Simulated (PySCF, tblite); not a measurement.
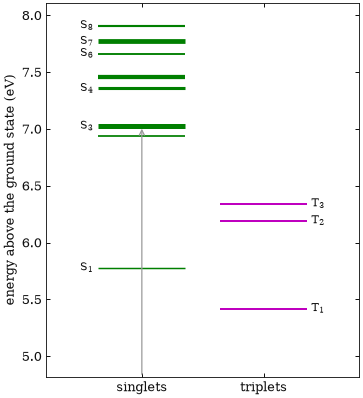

State diagram of C₂H₉F₂NSi₂, SMILES CC(F)(F)[SiH2][SiH2]N. Vertical TDDFT excitations, CAM-B3LYP/def2-SVPD, PySCF 2.14.0, at a GFN2-xTB geometry (a minimum by its frequencies), gas phase. Triplets in the Tamm-Dancoff approximation; only the lowest 8 singlets and 3 triplets were computed. Thicker singlet lines are brighter; the arrow marks the brightest. S0, at zero, lies below the range drawn.

### What character does the calculation give T1?

Mainly HOMO → LUMO (91 %).

### What are the energy, strength and character of the state that the arrow marks?

S3 at 7.02 eV (177 nm), f = 0.066, mainly HOMO−1 → LUMO (55 %).

### How many of the triplet levels drawn lie below S1?

1 of 3 (T1 5.42 eV, T2 6.19 eV, T3 6.34 eV; S1 5.78 eV).

Caveats: the tight-binding geometry is rougher than a DFT one and adds to the error; one conformer of a flexible molecule; core orbitals are frozen in the response.
